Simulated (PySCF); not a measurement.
# C5H5F2O+: a tour of settings

Which settings matter for C5H5F2O+ (`C[c+]1cc1OC(F)F`)?

Computed with PySCF 2.14.0, with density-fitted response routines of our own, on a single molecule, in the gas phase or a continuum. Atoms count from 0, in the outputs and in this text.

## 1. Starting geometry

13 atoms, charge 1, multiplicity 1; geometry from: GFN2-xTB.

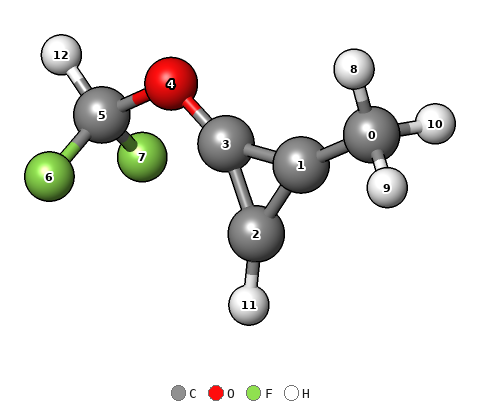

As it starts; carbon grey, oxygen red, fluorine green, hydrogen white, atoms numbered; sticks join atoms by distance.

## 2. Indirect couplings: BP86/6-31G in dichloromethane

What the job is given:

```
{"job": {"kind": "j", "xc": "BP86", "basis": "6-31G", "solvent": "dichloromethane"}, "charge": 1, "multiplicity": 1}
C     -2.505943    -0.101297     0.216174
C     -1.137638    -0.157295    -0.202185
C     -0.169407    -0.456009    -1.142942
C      0.220713     0.058884     0.080256
O      1.125650     0.452980     0.892784
C      2.477315     0.386469     0.463392
F      2.613266     1.118699    -0.636181
F      2.763790    -0.872320     0.150827
H     -2.658635     0.629712     1.009476
H     -3.168158     0.083778    -0.630925
H     -2.783915    -1.083505     0.616641
H      0.101619    -0.816000    -2.112837
H      3.116954     0.756390     1.277790
```

Level: BP86/6-31G indirect spin-spin coupling, non-relativistic, IEF-PCM dichloromethane.

Command:

```
$ OMP_NUM_THREADS=1 python probes_run.py task.json out
```

One launch serves the whole session: the jobs run in the order shown.

Standard output:

```text
coarse grid: 11792 points
cycle   1  E = -467.9185348365  dE =  1.748e+00  |g| = 8.861e-01  |ddm| = 3.744e+00
cycle   2  E = -467.5414040474  dE =  3.771e-01  |g| = 1.699e+00  |ddm| = 2.230e+00
cycle   3  E = -468.0781110465  dE = -5.367e-01  |g| = 8.927e-02  |ddm| = 1.341e+00
cycle   4  E = -468.0791690043  dE = -1.058e-03  |g| = 6.806e-02  |ddm| = 1.547e-01
cycle   5  E = -468.0800589405  dE = -8.899e-04  |g| = 2.469e-02  |ddm| = 7.751e-02
cycle   6  E = -468.0801847569  dE = -1.258e-04  |g| = 2.234e-03  |ddm| = 2.275e-02
cycle   7  E = -468.0801857739  dE = -1.017e-06  |g| = 9.970e-04  |ddm| = 3.805e-03
final grid: 117320 points
cycle   8  E = -468.0258818617  dE = -1.836e-05  |g| = 7.997e-03  |ddm| = 2.267e-02
cycle   9  E = -468.0258463204  dE =  3.554e-05  |g| = 1.542e-02  |ddm| = 1.860e-02
cycle  10  E = -468.0258941177  dE = -4.780e-05  |g| = 2.416e-03  |ddm| = 1.390e-02
cycle  11  E = -468.0258955061  dE = -1.388e-06  |g| = 3.981e-04  |ddm| = 2.422e-03
cycle  12  E = -468.0258954875  dE =  1.852e-08  |g| = 8.962e-05  |ddm| = 3.661e-04
cycle  13  E = -468.0258955345  dE = -4.693e-08  |g| = 3.018e-05  |ddm| = 1.004e-04
cycle  14  E = -468.0258955347  dE = -2.356e-10  |g| = 2.978e-06  |ddm| = 3.859e-05
converged SCF energy = -468.0258955347

Indirect spin-spin couplings (Hz)
  i      j    bonds     total        FC       PSO       DSO        SD
  0 C    1 C    1     51.930    54.236    -2.524     0.218         -
  0 C    2 C    2     -3.211    -2.500    -0.623    -0.088         -
  0 C    3 C    2     -3.543    -3.022    -0.475    -0.047         -
  0 C    4 O    3      0.772     0.696     0.056     0.020         -
  0 C    8 H    1    153.318   151.671     0.973     0.674         -
  0 C    9 H    1    149.571   147.896     1.005     0.670         -
  0 C   10 H    1    141.886   140.095     1.094     0.697         -
  0 C   11 H    3     -0.084     0.243     0.030    -0.357         -
  0 C   12 H    5     -0.205    -0.054     0.079    -0.231         -
  1 C    2 C    1     28.630    34.277    -5.851     0.204         -
  1 C    3 C    1     30.677    33.604    -3.216     0.289         -
  1 C    4 O    2     -6.038    -7.216     1.148     0.031         -
  1 C    5 C    3      4.355     4.362     0.064    -0.071         -
  1 C    8 H    2     -7.356    -6.846    -0.379    -0.131         -
  1 C    9 H    2     -5.656    -5.232    -0.300    -0.124         -
  1 C   10 H    2     -5.608    -5.598     0.050    -0.060         -
  1 C   11 H    2     -4.369    -3.306    -0.388    -0.675         -
  1 C   12 H    4     -0.386    -0.090     0.088    -0.385         -
  2 C    3 C    1     16.744    20.853    -4.378     0.269         -
  2 C    4 O    2      5.031     2.453     2.534     0.044         -
  2 C    5 C    3      4.138     4.252    -0.107    -0.007         -
  2 C    6 F    4     -0.288     0.111    -0.330     0.094    -0.163
  2 C    7 F    4     -0.289     0.114    -0.335     0.095    -0.163
  2 C    8 H    3      9.465     9.929    -0.005    -0.460         -
  2 C    9 H    3      5.445     5.809    -0.205    -0.159         -
  2 C   10 H    3      4.649     4.865     0.055    -0.271         -
  2 C   11 H    1    224.043   224.247    -1.016     0.811         -
  2 C   12 H    4     -0.770    -0.393     0.062    -0.440         -
  3 C    4 O    1     32.426    25.450     7.180    -0.204         -
  3 C    5 C    2     -4.157    -4.132    -0.059     0.034         -
  3 C    6 F    3      3.584     4.774    -0.909     0.140    -0.420
  3 C    7 F    3      3.671     4.872    -0.930     0.143    -0.414
  3 C    8 H    3      8.837     9.001    -0.143    -0.021         -
  3 C    9 H    3     11.161    11.456     0.041    -0.337         -
  3 C   10 H    3      1.432     1.532     0.081    -0.181         -
  3 C   11 H    2     -6.385    -5.790    -0.057    -0.538         -
  3 C   12 H    3      9.260     9.725     0.111    -0.576         -
  4 O    5 C    1     35.842    34.382     1.683    -0.223         -
  4 O    6 F    2     -1.280    -0.391     3.100    -0.051    -3.939
  4 O    7 F    2     -1.169    -0.338     3.149    -0.051    -3.929
  4 O    8 H    4     -1.725    -1.763     0.049    -0.011         -
  4 O    9 H    4     -1.624    -1.787     0.021     0.142         -
  4 O   10 H    4     -0.336    -0.428     0.015     0.078         -
  4 O   11 H    3     -2.056    -2.688     0.432     0.201         -
  4 O   12 H    2    -27.524   -27.608     0.119    -0.034         -
  5 C    6 F    1   -407.042  -381.452   -33.262     1.443     6.230
  5 C    7 F    1   -406.606  -381.112   -33.190     1.443     6.253
  5 C    8 H    5      0.160     0.259     0.044    -0.143         -
  5 C    9 H    5      0.321     0.477     0.061    -0.217         -
  5 C   10 H    5     -0.188    -0.056     0.047    -0.179         -
  5 C   11 H    4      1.268     1.444    -0.059    -0.117         -
  5 C   12 H    1    240.394   238.727     0.050     1.617         -
  6 F    7 F    2     71.756    24.789   -13.387    -0.096    60.450
  6 F    8 H    6     -0.218     0.086     0.165    -0.493     0.023
  6 F    9 H    6     -0.308     0.073     0.151    -0.539     0.008
  6 F   10 H    6     -0.414     0.016     0.325    -0.751    -0.003
  6 F   11 H    5      0.333     0.519    -0.515     0.190     0.138
  6 F   12 H    2     69.475    73.795    -0.802    -0.784    -2.733
  7 F    8 H    6     -0.265     0.087     0.267    -0.644     0.025
  7 F    9 H    6     -0.377     0.072     0.254    -0.709     0.006
  7 F   10 H    6     -0.302     0.004     0.080    -0.387     0.001
  7 F   11 H    5      0.329     0.520    -0.520     0.190     0.140
  7 F   12 H    2     69.441    73.757    -0.795    -0.781    -2.740
  8 H    9 H    2    -14.612   -12.945     1.223    -2.890         -
  8 H   10 H    2    -24.050   -22.730     1.180    -2.500         -
  8 H   11 H    4     -0.877     0.254     0.581    -1.713         -
  8 H   12 H    6     -0.258     0.128     0.194    -0.580         -
  9 H   10 H    2    -25.551   -24.301     1.173    -2.424         -
  9 H   12 H    6     -0.557     0.068     0.342    -0.967         -
 10 H   11 H    4     -3.105    -2.383     0.390    -1.112         -
 10 H   12 H    6     -0.567    -0.039     0.275    -0.803         -
 11 H   12 H    5     -0.892     0.198     0.512    -1.602         -
```

Run time: 4.5 s. Hardware: 1 thread of AMD EPYC 9R45, shared host; peak memory 0.48 GiB.

This basis has no tight s functions, so the Fermi-contact terms are rough.

A choice of the couplings up to four bonds, sorted by the number of bonds, with means over like pairs; isotopes 13C, 19F, 1H, 17O:

```csv
pair,bonds,J (Hz),Fermi contact (Hz),dihedral (°)
C5–F6,1,-406.8,-381.3,–
C5–H12,1,240.4,238.7,–
C2–H11,1,224.0,224.2,–
C0–H8,1,148.3,146.6,–
C0–C1,1,51.9,54.2,–
O4–C5,1,35.8,34.4,–
C3–O4,1,32.4,25.4,–
C1–C3,1,30.7,33.6,–
C1–C2,1,28.6,34.3,–
F6–F7,2,71.8,24.8,–
F6–H12,2,69.5,73.8,–
O4–H12,2,-27.5,-27.6,–
H8–H9,2,-21.4,-20.0,–
C3–H11,2,-6.4,-5.8,–
C1–H8,2,-6.2,-5.9,–
C1–O4,2,-6.0,-7.2,–
C2–O4,2,5.0,2.5,–
C1–H11,2,-4.4,-3.3,–
C3–H12,3,9.3,9.7,-180
C3–H8,3,7.1,7.3,–
C2–H8,3,6.5,6.9,–
C1–C5,3,4.4,4.4,-180
C2–C5,3,4.1,4.3,0
C3–F6,3,3.6,4.8,59
O4–H11,3,-2.1,-2.7,0
H8–H11,4,-1.3,-0.7,–
C5–H11,4,1.3,1.4,–
O4–H8,4,-1.2,-1.3,–
```

The spin-dipole term was solved for some atoms only; pairs without it lack that part.

The response was solved for the nuclei of C, F, H alone, so couplings that need other nuclei can be missing.

Quadrupole couplings from the field gradients of the same density:

| atom | isotope | eQq/h (MHz) | η |
| --- | --- | --- | --- |
| O4 | 17O | -9.911 | 0.26 |

## 3. J couplings: PBE0/6-31G

The job, as its differences from that of step 2:

```diff
@@ -1,2 +1,2 @@
-{"job": {"kind": "j", "xc": "BP86", "basis": "6-31G", "solvent": "dichloromethane"}, "charge": 1, "multiplicity": 1}
+{"job": {"kind": "j", "xc": "PBE0", "basis": "6-31G", "grid": 0, "scf": {"max_cycle": 68}}, "charge": 1, "multiplicity": 1}
 C     -2.505943    -0.101297     0.216174
```

Level: PBE0/6-31G indirect spin-spin coupling, non-relativistic, gas phase.

Standard output:

```text
final grid: 11792 points
cycle   1  E = -467.3265716599  dE =  2.079e+00  |g| = 8.345e-01  |ddm| = 3.661e+00
cycle   2  E = -467.2108738578  dE =  1.157e-01  |g| = 1.212e+00  |ddm| = 1.913e+00
cycle   3  E = -467.4822059564  dE = -2.713e-01  |g| = 4.330e-02  |ddm| = 9.371e-01
cycle   4  E = -467.4825725636  dE = -3.666e-04  |g| = 2.122e-02  |ddm| = 6.959e-02
cycle   5  E = -467.4826698342  dE = -9.727e-05  |g| = 4.588e-03  |ddm| = 2.434e-02
cycle   6  E = -467.4826746317  dE = -4.797e-06  |g| = 1.551e-03  |ddm| = 5.915e-03
cycle   7  E = -467.4826751644  dE = -5.327e-07  |g| = 5.694e-04  |ddm| = 1.897e-03
cycle   8  E = -467.4826752474  dE = -8.298e-08  |g| = 1.006e-04  |ddm| = 6.894e-04
cycle   9  E = -467.4826752495  dE = -2.090e-09  |g| = 4.787e-05  |ddm| = 1.632e-04
cycle  10  E = -467.4826752499  dE = -4.159e-10  |g| = 1.108e-05  |ddm| = 4.162e-05
converged SCF energy = -467.4826752499

Indirect spin-spin couplings (Hz)
  i      j    bonds     total        FC       PSO       DSO        SD
  0 C    1 C    1     52.464    54.812    -2.567     0.218         -
  0 C    2 C    2     -3.770    -3.038    -0.644    -0.088         -
  0 C    3 C    2     -3.837    -3.303    -0.487    -0.047         -
  0 C    4 O    3      0.842     0.770     0.053     0.020         -
  0 C    8 H    1    160.659   159.033     0.955     0.671         -
  0 C    9 H    1    156.751   155.089     0.994     0.669         -
  0 C   10 H    1    147.971   146.168     1.107     0.696         -
  0 C   11 H    3     -0.091     0.245     0.022    -0.358         -
  0 C   12 H    5     -0.212    -0.059     0.078    -0.231         -
  1 C    2 C    1     33.650    39.485    -6.038     0.203         -
  1 C    3 C    1     34.605    37.670    -3.353     0.288         -
  1 C    4 O    2     -6.367    -7.566     1.168     0.030         -
  1 C    5 C    3      4.198     4.217     0.052    -0.071         -
  1 C    8 H    2     -8.944    -8.430    -0.381    -0.133         -
  1 C    9 H    2     -7.424    -6.993    -0.304    -0.126         -
  1 C   10 H    2     -7.732    -7.731     0.061    -0.062         -
  1 C   11 H    2     -5.428    -4.367    -0.386    -0.675         -
  1 C   12 H    4     -0.390    -0.089     0.083    -0.384         -
  2 C    3 C    1     21.908    26.137    -4.497     0.268         -
  2 C    4 O    2      5.101     2.394     2.663     0.044         -
  2 C    5 C    3      3.716     3.833    -0.111    -0.006         -
  2 C    6 F    4     -0.564    -0.157    -0.355     0.095    -0.146
  2 C    7 F    4     -0.574    -0.161    -0.362     0.096    -0.147
  2 C    8 H    3     10.351    10.819    -0.007    -0.460         -
  2 C    9 H    3      5.980     6.355    -0.216    -0.159         -
  2 C   10 H    3      6.027     6.237     0.061    -0.271         -
  2 C   11 H    1    230.834   231.191    -1.167     0.809         -
  2 C   12 H    4     -0.887    -0.502     0.054    -0.439         -
  3 C    4 O    1     26.522    18.814     7.912    -0.204         -
  3 C    5 C    2     -4.934    -4.896    -0.072     0.035         -
  3 C    6 F    3      1.968     3.241    -0.982     0.142    -0.433
  3 C    7 F    3      2.055     3.338    -1.001     0.145    -0.428
  3 C    8 H    3      8.716     8.894    -0.157    -0.022         -
  3 C    9 H    3     11.566    11.867     0.038    -0.338         -
  3 C   10 H    3      1.745     1.844     0.082    -0.182         -
  3 C   11 H    2     -6.867    -6.263    -0.065    -0.539         -
  3 C   12 H    3      9.509     9.987     0.098    -0.576         -
  4 O    5 C    1     28.820    27.508     1.537    -0.225         -
  4 O    6 F    2     -7.531    -6.453     3.034    -0.054    -4.058
  4 O    7 F    2     -7.411    -6.404     3.093    -0.055    -4.046
  4 O    8 H    4     -1.547    -1.590     0.055    -0.011         -
  4 O    9 H    4     -1.454    -1.618     0.021     0.142         -
  4 O   10 H    4     -0.485    -0.577     0.014     0.078         -
  4 O   11 H    3     -1.456    -2.106     0.450     0.200         -
  4 O   12 H    2    -26.568   -26.631     0.099    -0.036         -
  5 C    6 F    1   -376.046  -351.216   -33.170     1.458     6.883
  5 C    7 F    1   -375.481  -350.831   -33.028     1.459     6.921
  5 C    9 H    5      0.283     0.440     0.060    -0.217         -
  5 C   10 H    5     -0.192    -0.059     0.046    -0.179         -
  5 C   11 H    4      1.090     1.263    -0.056    -0.117         -
  5 C   12 H    1    244.125   242.458     0.059     1.607         -
  6 F    7 F    2    129.283    70.103    -3.829    -0.061    63.071
  6 F    8 H    6     -0.176     0.105     0.192    -0.492     0.019
  6 F    9 H    6     -0.343     0.027     0.165    -0.540     0.005
  6 F   10 H    6     -0.465    -0.051     0.342    -0.751    -0.005
  6 F   11 H    5      0.351     0.534    -0.508     0.190     0.135
  6 F   12 H    2     68.874    73.134    -0.458    -0.760    -3.043
  7 F    8 H    6     -0.269     0.062     0.293    -0.644     0.020
  7 F    9 H    6     -0.355     0.082     0.270    -0.710     0.003
  7 F   10 H    6     -0.357    -0.069     0.101    -0.388    -0.001
  7 F   11 H    5      0.348     0.534    -0.513     0.190     0.136
  7 F   12 H    2     68.932    73.187    -0.451    -0.757    -3.047
  8 H    9 H    2    -17.459   -15.758     1.197    -2.898         -
  8 H   10 H    2    -27.087   -25.737     1.157    -2.507         -
  8 H   11 H    4     -1.103     0.040     0.572    -1.715         -
  8 H   12 H    6     -0.272     0.119     0.190    -0.581         -
  9 H   10 H    2    -28.763   -27.484     1.151    -2.430         -
  9 H   12 H    6     -0.576     0.057     0.336    -0.968         -
 10 H   11 H    4     -3.680    -2.953     0.387    -1.114         -
 10 H   12 H    6     -0.575    -0.041     0.270    -0.804         -
 11 H   12 H    5     -0.914     0.185     0.502    -1.601         -
```

It took 4 s on 1 thread of AMD EPYC 9R45, shared host; peak memory 0.54 GiB.

The run ended normally, but its values are not to be used for the molecule: grid level 0 is too coarse.

## 4. Shielding tensors: BP86/pcSseg-1

The job, as its differences from that of step 3:

```diff
@@ -1,2 +1,2 @@
-{"job": {"kind": "j", "xc": "PBE0", "basis": "6-31G", "grid": 0, "scf": {"max_cycle": 68}}, "charge": 1, "multiplicity": 1}
+{"job": {"kind": "nmr", "xc": "BP86", "basis": "pcSseg-1", "pop": true, "grid": 4, "scf": {"conv": 1e-08}}, "charge": 1, "multiplicity": 1}
 C     -2.505943    -0.101297     0.216174
```

With the program's defaults for keys left out, this is: GIAO BP86/pcSseg-1 NMR shielding, non-relativistic, gas phase.

Standard output:

```text
final grid: 307512 points
cycle   1  E = -467.9196942465  dE =  1.671e+00  |g| = 8.936e-01  |ddm| = 3.373e+00
cycle   2  E = -467.5950521587  dE =  3.246e-01  |g| = 1.666e+00  |ddm| = 1.621e+00
cycle   3  E = -468.0526376445  dE = -4.576e-01  |g| = 1.302e-01  |ddm| = 9.764e-01
cycle   4  E = -468.0546436552  dE = -2.006e-03  |g| = 8.560e-02  |ddm| = 1.539e-01
cycle   5  E = -468.0560335859  dE = -1.390e-03  |g| = 3.159e-02  |ddm| = 8.656e-02
cycle   6  E = -468.0562217372  dE = -1.882e-04  |g| = 6.387e-03  |ddm| = 2.818e-02
cycle   7  E = -468.0562300867  dE = -8.350e-06  |g| = 1.055e-03  |ddm| = 4.878e-03
cycle   8  E = -468.0562302101  dE = -1.233e-07  |g| = 6.462e-04  |ddm| = 1.230e-03
cycle   9  E = -468.0562303212  dE = -1.112e-07  |g| = 1.370e-04  |ddm| = 6.354e-04
cycle  10  E = -468.0562303228  dE = -1.573e-09  |g| = 6.142e-05  |ddm| = 1.530e-04
converged SCF energy = -468.0562303228

GIAO shielding tensors (ppm)
atom      isotropic    diamagn.    paramagn.     s11        s22        s33       span
  0 C      167.707     250.739     -83.032    142.798    176.155    184.168     41.370
  1 C        8.290     260.867    -252.577   -149.485     -1.897    176.252    325.737
  2 C       25.834     255.412    -229.577    -93.543     -9.205    180.251    273.794
  3 C       11.311     252.445    -241.133    -65.604    -41.575    141.114    206.718
  4 O       88.571     397.880    -309.309    -30.772     29.132    267.353    298.125
  5 C       53.821     233.170    -179.350     38.178     59.904     63.380     25.202
  6 F      247.223     470.983    -223.760    161.009    266.381    314.278    153.269
  7 F      247.258     471.115    -223.858    160.871    266.540    314.362    153.491
  8 H       27.991      27.948       0.043     23.416     26.982     33.575     10.159
  9 H       28.049      25.257       2.792     23.749     26.194     34.205     10.456
 10 H       28.432      26.067       2.365     24.809     25.324     35.162     10.354
 11 H       22.722      32.307      -9.585     21.799     22.175     24.192      2.393
 12 H       23.988      24.361      -0.374     21.252     21.882     28.830      7.578
```

Wall time 24 s (1 thread of AMD EPYC 9R45, shared host); peak memory 0.64 GiB.

The references, computed at this level on geometries of the same kind, shield at (ppm): 1H TMS 31.71, 13C TMS 182.3, 19F CFCl3 137.8, 17O H2O 334.2. Their shielding less the atom's gives the shift. The references are single molecules in the gas phase, so shifts against H2O, NH3, PH3, H3PO4 or CFCl3 are not on the usual liquid scales and can be off by tens of ppm. Atoms listed in one row are averaged.

```
      atoms  σ (ppm)  δ (ppm)
         C1      8.3    174.0
         C3     11.3    171.0
         C2     25.8    156.5
         C5     53.8    128.5
         C0    167.7     14.6
        H11    22.72     8.98
        H12    23.99     7.72
H8, H9, H10    28.16     3.55
         O4     88.6    245.7
     F6, F7    247.2   -109.5
```

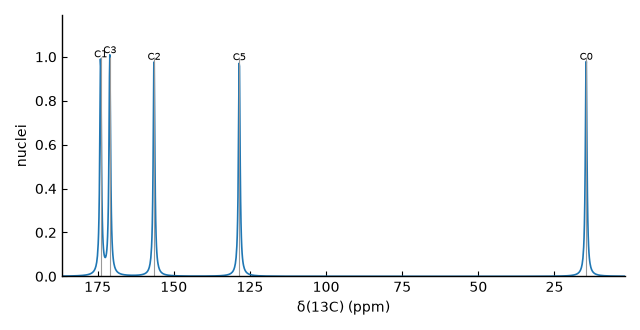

13C lines at the computed shifts, without couplings. Lines are broadened to a width of 0.64 ppm (Lorentzian).

The run also stored atomic charges by several schemes (e):

```csv
atoms,Mulliken,IAO,Hirshfeld,ESP fit
C0,-0.12,-0.45,-0.05,-0.52
C1,-0.03,0.18,0.14,0.24
C2,0.06,-0.03,0.09,-0.12
C3,0.33,0.31,0.17,0.44
O4,-0.33,-0.21,-0.03,-0.29
C5,0.64,0.58,0.25,0.44
"F6, F7",-0.21,-0.24,-0.05,-0.15
```

Mulliken charges:

C0 -0.12; C1 -0.03; C2 0.06; C3 0.33; O4 -0.33; C5 0.64; F6 -0.21; F7 -0.21; H8 0.19; H9 0.19; H10 0.20; H11 0.14; H12 0.15

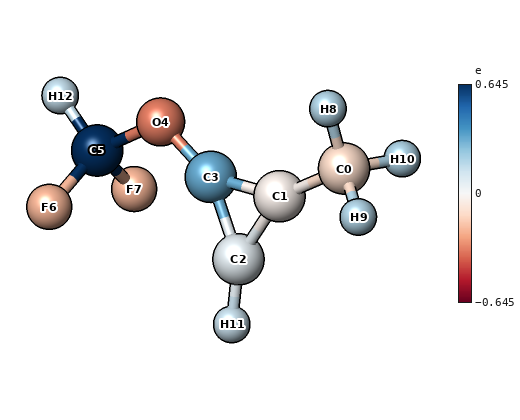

Mulliken charges, as colours on the atoms.

Mayer bond orders: C0–C1 1.23, C1–C2 1.14, C2–C3 1.21, C3–O4 1.27, O4–C5 0.86, C5–F6 1.07, C5–F7 1.07, C3–C1 1.14.

Ring of atoms C1, C2, C3: NICS(0) -24.7, NICS(1) -11.8, NICS(1)zz -18.8 ppm (means of both faces).

In rings of three or four atoms NICS is ruled by the nearby σ bonds, so it says little on aromaticity.

[end of part 1 of 2]
